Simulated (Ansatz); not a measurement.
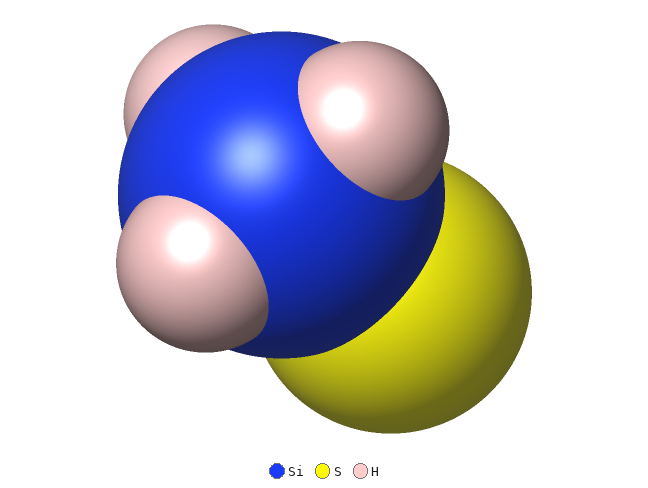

The species is neutral and a spin doublet. Computed geometry: PBE-D4/def2-SVP optimisation. No frequency run is at hand to confirm it as a minimum.

Draw it as a skeletal formula.

SMILES: [SiH3][S]

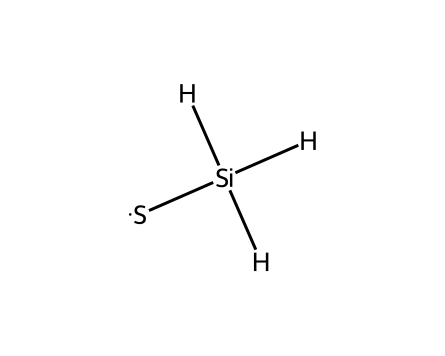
